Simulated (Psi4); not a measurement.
**C2H2O: geometry relaxation (part 1 of 4)**

- system: C2H2O
- method: r2SCAN/aug-cc-pVDZ, RKS (Psi4 1.11)

The geometry comes from this level: PBE0-D4/def2-TZVP.

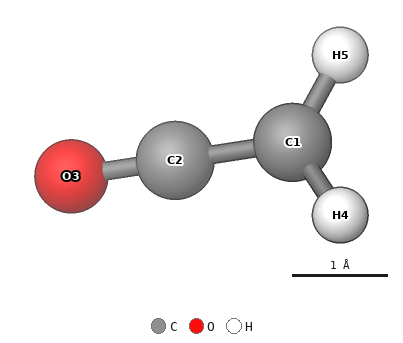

Figure 1. The starting structure (ball-and-stick view, seen at a tilt; atoms are numbered from 1 in the order of the input). Bond lengths as drawn: C–C 1.31 Å, C–H 1.08 Å and C–O 1.16 Å.

### Summary

| quantity | value |
| --- | --- |
| outcome | converged |
| total energy | −152.539107 hartree |
| basis functions | 87 |
| HOMO | −6.13 eV |
| LUMO | −1.94 eV |
| dipole moment | 1.51 D |
| hardware | 1 thread of Intel Xeon (Sapphire Rapids), 16 GiB of memory available, shared host |
| wall time | 29 s |
| peak memory | 0.93 GiB |

### The input (c2h2o.py)
```python
import psi4

psi4.set_memory('1600 MB')
psi4.set_num_threads(1)
psi4.core.set_output_file('output.dat', False)

geom = psi4.geometry("""
C     -0.361800     0.279000    -0.270700
C      0.535300    -0.429800     0.362500
O      1.329000    -1.057000     0.922700
H     -1.204100    -0.217300    -0.729100
H     -0.248500     1.351400    -0.326800
units angstrom
symmetry c1
""")

psi4.set_options(dict(geom_maxiter=60))

E, wfn = psi4.optimize("r2scan/aug-cc-pVDZ", molecule=geom, return_wfn=True)
print(f'r2scan/aug-cc-pVDZ energy: {E:.10f} Eh')
print(geom.to_string(dtype='xyz', units='Angstrom'))
for k, v in sorted(psi4.core.scalar_variables().items()):
    print(f'{k:45s} {v:18.10f}')
```

Command:
```bash
python c2h2o.py
```

### The program's output
```
gradient() will perform analytic gradient computation.

   => Loading Basis Set <=

    Name: AUG-CC-PVDZ
    Role: ORBITAL
    Keyword: BASIS

         ---------------------------------------------------------
                                   SCF
                              RKS Reference
                        1 Threads,   1525 MiB Core
         ---------------------------------------------------------

  ==> Geometry <==

    Molecular point group: c1
    Full point group: C1

    Geometry (in Angstrom), charge = 0, multiplicity = 1:

       Center              X                  Y                   Z               Mass
    ------------   -----------------  -----------------  -----------------  -----------------
         C           -0.882508899110     0.697305502818    -0.622895819771    12.000000000000
         C            0.014591100890    -0.011494497182     0.010304180229    12.000000000000
         O            0.808291100890    -0.638694497182     0.570504180229    15.994914619570
         H           -1.724808899110     0.201005502818    -1.081295819771     1.007825032230
         H           -0.769208899110     1.769705502818    -0.678995819771     1.007825032230

  Running in c1 symmetry.

  Rotational constants: A =      9.46126  B =      0.34632  C =      0.33410 [cm^-1]
  Rotational constants: A = 283641.57889  B =  10382.56017  C =  10015.93192 [MHz]
  Nuclear repulsion =   58.789494011643441

  Charge       = 0
  Multiplicity = 1
  Electrons    = 22
  Nalpha       = 11
  Nbeta        = 11

  ==> Algorithm <==

  SCF Algorithm Type is DF.
  DIIS enabled.
  MOM disabled.
  Fractional occupation disabled.
  Guess Type is SAD.
  Energy threshold   = 1.00e-08
  Density threshold  = 1.00e-08
  Integral threshold = 1.00e-12

  ==> Primary Basis <==

  Basis Set: AUG-CC-PVDZ
    Blend: AUG-CC-PVDZ
    Number of shells: 37
    Number of basis functions: 87
    Number of Cartesian functions: 93
    Spherical Harmonics?: true
    Max angular momentum: 2

  ==> DFT Potential <==

   => LibXC <=

    Version 7.1.2

   => Composite Functional: R2SCAN <=

    r2SCAN Meta-GGA XC Functional  (0.1021/acs.jpclett.0c02405)

    Deriv               =              1
    GGA                 =           TRUE
    Meta                =           TRUE

    Exchange Hybrid     =          FALSE
    MP2 Hybrid          =          FALSE

   => Exchange Functionals <=

    1.0000   XC_MGGA_X_R2SCAN

   => Correlation Functionals <=

    1.0000   XC_MGGA_C_R2SCAN

   => LibXC Density Thresholds  <==

    XC_MGGA_C_R2SCAN:  1.00E-15
    XC_MGGA_X_R2SCAN:  1.00E-11

   => Molecular Quadrature <=

    Radial Scheme          =       TREUTLER
    Pruning Scheme         =           NONE
    Nuclear Scheme         =       TREUTLER

    Blocking Scheme        =         OCTREE
    BS radius alpha        =              1
    Pruning alpha          =              1
    Radial Points          =             75
    Spherical Points       =            302
    Total Points           =         110020
    Total Blocks           =            880
    Max Points             =            256
    Max Functions          =             87
    Weights Tolerance      =       1.00E-15

   => Loading Basis Set <=

    Name: (AUG-CC-PVDZ AUX)
    Role: JKFIT
    Keyword: DF_BASIS_SCF

  ==> Integral Setup <==

  DFHelper Memory: AOs need 0.020 GiB; user supplied 0.460 GiB.
  SCF_SUBTYPE=INCORE selected. In-core MEM_DF algorithm will be used.
  Using in-core AOs.

  ==> MemDFJK: Density-Fitted J/K Matrices <==

    J tasked:                   Yes
    K tasked:                    No
    wK tasked:                   No
    Memory [MiB]:               471
    Algorithm:                 Core
    Schwarz Cutoff:           1E-12
    Mask sparsity (%):       0.0000
    Fitting Condition:        1E-10

   => Auxiliary Basis Set <=

  Basis Set: (AUG-CC-PVDZ AUX)
    Blend: AUG-CC-PVDZ-JKFIT
    Number of shells: 108
    Number of basis functions: 322
    Number of Cartesian functions: 373
    Spherical Harmonics?: true
    Max angular momentum: 3

  Cached 100.0% of DFT collocation blocks in 0.658 [GiB].

  Minimum eigenvalue in the overlap matrix is 8.1243016813E-05.
  Reciprocal condition number of the overlap matrix is 1.0268890217E-05.
    Using symmetric orthogonalization.

  ==> Pre-Iterations <==

  SCF Guess: Superposition of Atomic Densities via on-the-fly atomic UHF (no occupation information).

   -------------------------
    Irrep   Nso     Nmo
   -------------------------
     A         87      87
   -------------------------
    Total      87      87
   -------------------------

  ==> Iterations <==

                           Total Energy        Delta E     RMS |[F,P]|

   @DF-RKS iter SAD:  -151.99822037940362   -1.51998e+02   0.00000e+00
   @DF-RKS iter   1:  -152.27037523889908   -2.72155e-01   8.35673e-03 ADIIS/DIIS
   @DF-RKS iter   2:  -152.15444451676879    1.15931e-01   9.08159e-03 ADIIS/DIIS
   @DF-RKS iter   3:  -152.50330350636713   -3.48859e-01   3.00142e-03 ADIIS/DIIS
   @DF-RKS iter   4:  -152.53397594918891   -3.06724e-02   1.23705e-03 ADIIS/DIIS
   @DF-RKS iter   5:  -152.53760063603966   -3.62469e-03   5.18856e-04 ADIIS/DIIS
   @DF-RKS iter   6:  -152.53853849263288   -9.37857e-04   4.25222e-05 DIIS
   @DF-RKS iter   7:  -152.53854677510668   -8.28247e-06   6.08832e-06 DIIS
   @DF-RKS iter   8:  -152.53854693759939   -1.62493e-07   9.73624e-07 DIIS
   @DF-RKS iter   9:  -152.53854694156402   -3.96463e-09   1.74697e-07 DIIS
   @DF-RKS iter  10:  -152.53854694169837   -1.34349e-10   1.79810e-08 DIIS
   @DF-RKS iter  11:  -152.53854694169991   -1.53477e-12   1.17246e-09 DIIS
  Energy and wave function converged.

  ==> Post-Iterations <==

   Electrons on quadrature grid:
      Ntotal   =   21.9999966284 ; deviation = -3.372e-06

    Orbital Energies [Eh]
    ---------------------

    Doubly Occupied:

       1A    -19.042066     2A    -10.173315     3A    -10.057481
       4A     -1.094066     5A     -0.750674     6A     -0.512477
       7A     -0.461546     8A     -0.458189     9A     -0.423898
      10A     -0.382812    11A     -0.224486

    Virtual:

      12A     -0.066918    13A      0.003788    14A      0.026448
      15A      0.036265    16A      0.045187    17A      0.079303
      18A      0.095170    19A      0.098495    20A      0.101854
      21A      0.116802    22A      0.139149    23A      0.147921
      24A      0.173013    25A      0.230647    26A      0.235271
      27A      0.237331    28A      0.242255    29A      0.248285
      30A      0.285428    31A      0.339116    32A      0.360986
      33A      0.391082    34A      0.400116    35A      0.401569
      36A      0.403199    37A      0.463237    38A      0.508456
      39A      0.514277    40A      0.526829    41A      0.553765
      42A      0.563906    43A      0.593632    44A      0.616065
      45A      0.617948    46A      0.645950    47A      0.703282
      48A      0.727521    49A      0.845820    50A      0.892654
      51A      0.925960    52A      0.967185    53A      0.981230
      54A      0.982169    55A      1.017290    56A      1.040132
      57A      1.094097    58A      1.221743    59A      1.250255
      60A      1.344612    61A      1.380028    62A      1.388678
      63A      1.422895    64A      1.445407    65A      1.470219
      66A      1.596582    67A      1.598458    68A      1.729085
      69A      1.751347    70A      1.777913    71A      1.820276
      72A      1.885830    73A      2.079357    74A      2.089003
      75A      2.228558    76A      2.262347    77A      2.369783
      78A      2.460837    79A      2.588444    80A      2.843783
      81A      2.844674    82A      3.251062    83A      3.296084
      84A      3.300746    85A      3.439815    86A      3.568607
      87A      3.834567

    Final Occupation by Irrep:
              A
    DOCC [    11 ]
    NA   [    11 ]
    NB   [    11 ]

  @DF-RKS Final Energy:  -152.53854694169991

   => Energetics <=

    Nuclear Repulsion Energy =             58.7894940116434412
    One-Electron Energy =                -322.4526946816619102
    Two-Electron Energy =                 131.1570384544986609
    DFT Exchange-Correlation Energy =     -20.0323847261801227
    Empirical Dispersion Energy =           0.0000000000000000
    VV10 Nonlocal Energy =                  0.0000000000000000
    Total Energy =                       -152.5385469416999058

Computation Completed

Properties will be evaluated at   0.000000,   0.000000,   0.000000 [a0]

Properties computed using the SCF density matrix

 Multipole Moments:

 ------------------------------------------------------------------------------------
     Multipole            Electronic (a.u.)      Nuclear  (a.u.)        Total (a.u.)
 ------------------------------------------------------------------------------------

 L = 1.  Multiply by 2.5417464519 to convert [e a0] to [Debye]
 Dipole X            :          1.9415892           -2.3341817           -0.3925925
 Dipole Y            :         -1.5341777            1.8444125            0.3102348
 Dipole Z            :          1.3704035           -1.6474784           -0.2770749
 Magnitude           :                                                    0.5719660

 ------------------------------------------------------------------------------------

	total time  =          7 seconds =       0.12 minutes

         ------------------------------------------------------------
                                   SCF GRAD
         ------------------------------------------------------------

  ==> Geometry <==

    Molecular point group: c1
    Full point group: C1

    Geometry (in Angstrom), charge = 0, multiplicity = 1:

       Center              X                  Y                   Z               Mass
    ------------   -----------------  -----------------  -----------------  -----------------
         C           -0.882508899110     0.697305502818    -0.622895819771    12.000000000000
         C            0.014591100890    -0.011494497182     0.010304180229    12.000000000000
         O            0.808291100890    -0.638694497182     0.570504180229    15.994914619570
         H           -1.724808899110     0.201005502818    -1.081295819771     1.007825032230
         H           -0.769208899110     1.769705502818    -0.678995819771     1.007825032230

  Nuclear repulsion =   58.789494011643441

  ==> Basis Set <==

  Basis Set: AUG-CC-PVDZ
    Blend: AUG-CC-PVDZ
    Number of shells: 37
    Number of basis functions: 87
    Number of Cartesian functions: 93
    Spherical Harmonics?: true
    Max angular momentum: 2

  ==> DFJKGrad: Density-Fitted SCF Gradients <==

    Gradient:                    1
    J tasked:                  Yes
    K tasked:                   No
    wK tasked:                  No
    Integrals threads:           1
    Memory [MiB]:             1144
    Schwarz Cutoff:          1E-12
    Fitting Condition:       1E-10

   => Auxiliary Basis Set <=

  Basis Set: (AUG-CC-PVDZ AUX)
    Blend: AUG-CC-PVDZ-JKFIT
    Number of shells: 108
    Number of basis functions: 322
    Number of Cartesian functions: 373
    Spherical Harmonics?: true
    Max angular momentum: 3

   => Molecular Quadrature <=

    Radial Scheme          =       TREUTLER
    Pruning Scheme         =           NONE
    Nuclear Scheme         =       TREUTLER

    Blocking Scheme        =         OCTREE
    BS radius alpha        =              1
    Pruning alpha          =              1
    Radial Points          =             75
    Spherical Points       =            302
    Total Points           =         110020
    Total Blocks           =            880
    Max Points             =            256
    Max Functions          =             87
    Weights Tolerance      =       1.00E-15

  -Total Gradient:
     Atom            X                  Y                   Z
    ------   -----------------  -----------------  -----------------
       1        0.006712447341    -0.005355176051     0.004742336279
       2        0.008338658597    -0.006572033148     0.005885437583
       3       -0.017841407568     0.014091502774    -0.012592891039
       4        0.004074709413     0.002077890234     0.002255712037
       5       -0.000274584982    -0.005040202734     0.000422158884

	total time  =          2 seconds =       0.03 minutes

    			-----------------------------------------

    			 OPTKING 3.0: for geometry optimizations

    			        with contributions from

    			-----------------------------------------

	                            ===> Fragment 1 <==

	 Z (Atomic Numbers)          Masses                          Geom
	       6.000000            12.000000         -1.66770012  1.31771643 -1.17710250
	       6.000000            12.000000          0.02757318 -0.02172145  0.01947208
	       8.000000            15.994915          1.52744881 -1.20695768  1.07809665
	       1.000000             1.007825         -3.25941644  0.37984535 -2.04335296
	       1.000000             1.007825         -1.45359415  3.34425872 -1.28311614

	 - Coordinate -           - BOHR/RAD -       - ANG/DEG -
	 R(1,2)           =         2.469785           1.306954
	 R(1,4)           =         2.040479           1.079775
	 R(1,5)           =         2.040577           1.079827
	 R(2,3)           =         2.185200           1.156358
	 L(1,2,3)         =         3.141517         179.995661
	 l(1,2,3)         =         3.141593         180.000000
	 B(2,1,4)         =         2.085011         119.462359
	 B(2,1,5)         =         2.084894         119.455645
	 B(4,1,5)         =         2.113280         121.081997

	        --- Internal Coordinate Step in ANG or DEG, aJ/ANG or AJ/DEG ---
	-------------------------------------------------------------------------------
	           Coordinate      Previous         Force          Change          New
	           ----------      --------        ------          ------        ------
	               R(1,2)       1.30695        0.11896        0.01168       1.31864
	               R(1,4)       1.07977        0.04075        0.00725       1.08702
	               R(1,5)       1.07983        0.04046        0.00720       1.08702
	               R(2,3)       1.15636        0.21655        0.01067       1.16703
	             L(1,2,3)     179.99566        0.00000        0.00306     179.99872
	             l(1,2,3)     180.00000        0.00000        0.00029     180.00029
	             B(2,1,4)     119.46236        0.00000        0.00870     119.47106
	             B(2,1,5)     119.45564        0.00000        0.01233     119.46797
	             B(4,1,5)     121.08200       -0.00000       -0.02103     121.06097
	-------------------------------------------------------------------------------

	                                 ==> Convergence Check <==

	Measures of convergence in internal coordinates in au.

	Criteria marked as inactive (o), active & met (*), and active & unmet ( ).

	----------------------------------------------------------------------------------------------~
	   Step    Total Energy     Delta E     Max Force     RMS Force      Max Disp      RMS Disp   ~
	----------------------------------------------------------------------------------------------~
	  Convergence Criteria     1.00e-06 *    3.00e-04 *             o    1.20e-03 *             o~
	----------------------------------------------------------------------------------------------~
	     1    -152.53854694   -1.53e+02      2.63e-02      1.03e-02 o    2.21e-02      1.19e-02 o  ~
	----------------------------------------------------------------------------------------------

Next Geometry in Ang
	Fragment 1 (Ang)

	    C  -0.8861508975   0.7002048288  -0.6254672733
	    C   0.0189537693  -0.0149617913   0.0133808687
	    O   0.8199921110  -0.6479256308   0.5787638865
	    H  -1.7341709323   0.2007452734  -1.0870064608
	    H  -0.7722685460   1.7797648341  -0.6820501200

    Structure for next step:
    Molecular point group: c1
    Full point group: C1

    Geometry (in Angstrom), charge = 0, multiplicity = 1:

    C           -0.890513748126     0.703646606653    -0.628546084327
    C            0.014590918730    -0.011520013440     0.010302057663
    O            0.815629260370    -0.644483852928     0.575685075544
    H           -1.738533782932     0.204187051289    -1.090085271764
    H           -0.776631396562     1.783206611955    -0.685128931001

gradient() will perform analytic gradient computation.

  ==> Geometry <==

    Molecular point group: c1
    Full point group: C1

    Geometry (in Angstrom), charge = 0, multiplicity = 1:

       Center              X                  Y                   Z               Mass
    ------------   -----------------  -----------------  -----------------  -----------------
         C           -0.890513748126     0.703646606653    -0.628546084327    12.000000000000
         C            0.014590918730    -0.011520013440     0.010302057663    12.000000000000
         O            0.815629260370    -0.644483852928     0.575685075544    15.994914619570
         H           -1.738533782932     0.204187051289    -1.090085271764     1.007825032230
         H           -0.776631396562     1.783206611955    -0.685128931001     1.007825032230

  Running in c1 symmetry.
```
